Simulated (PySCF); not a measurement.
**C₃H₅BrOSi: density, localisation and related maps**

```xyz
11

C     2.4537   -0.5927   -0.3097
C     1.4755    0.0930   -0.2145
C     0.3069    0.8951   -0.0401
Br    0.5511    2.1060    1.5223
Si   -1.2676   -0.1175    0.3506
O    -1.4587   -0.9875   -1.0028
H     3.3087   -1.1887   -0.4247
H     0.1734    1.5666   -0.8881
H    -1.0194   -0.9504    1.5224
H    -2.3708    0.8159    0.5631
H    -2.1474   -1.6373   -1.1044
```

Geometry: GFN2-xTB.

Computed with B3LYP/def2-SVPD, SCF density, gas phase in PySCF.

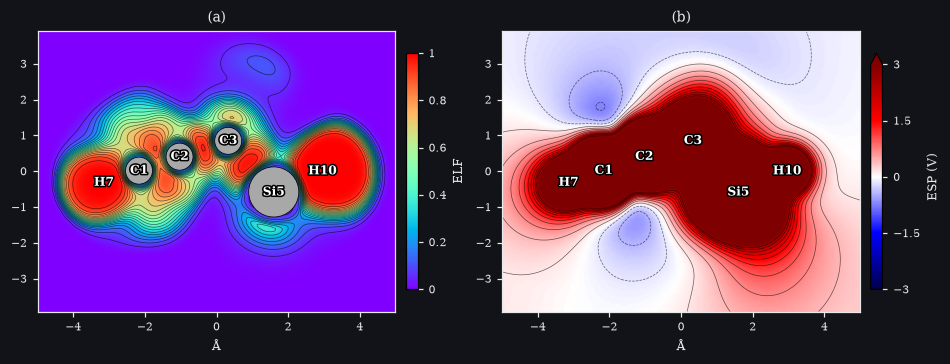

Figure 1. (a) electron localisation function; (b) electrostatic potential on the plane of atoms C2, C3 and Si5. Grey discs cover the atomic cores in the ELF map.

Describe what can be read from this map.

Answer.
- The plane passes through C, Si and H nuclei.
- C–C (1.20 Å): the ELF peaks at about 0.85 between the atoms; a multiple bond.
- C–Si (1.91 Å): the ELF peaks at about 1 between the atoms (a shared electron pair).
- C–H (1.05 Å): the ELF climbs to about 1 towards the hydrogen, as it does in any bond to H (an ordinary covalent bond to hydrogen).
- Si–H (1.46 Å): the ELF climbs to about 1 towards the hydrogen.
- Outside the dense part of the molecule the potential is most negative (−0.7 V) near C1.

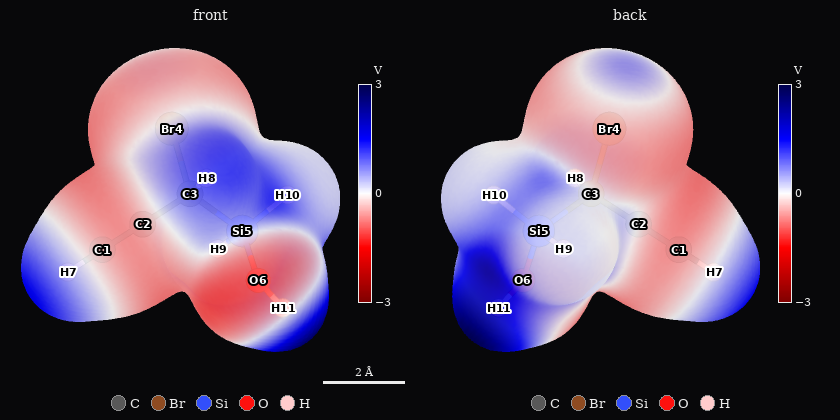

Figure 2. The electrostatic potential painted on the density surface at 0.002 e/bohr³, seen from the front and from behind; the colour scale runs from red (negative) to blue (positive).

Describe the electrostatic potential map.

Answer. The most negative region (about −1.1 V) lies over O6, the most positive (about +2.8 V) over H11. Br4 shows a σ-hole: about +0.6 V at the tip opposite its bond, against about −0.6 V on its flanks. O6 is the likeliest acceptor of a hydrogen bond.

How polar is the molecule by this calculation?

Answer. Its dipole moment is 2.45 D.
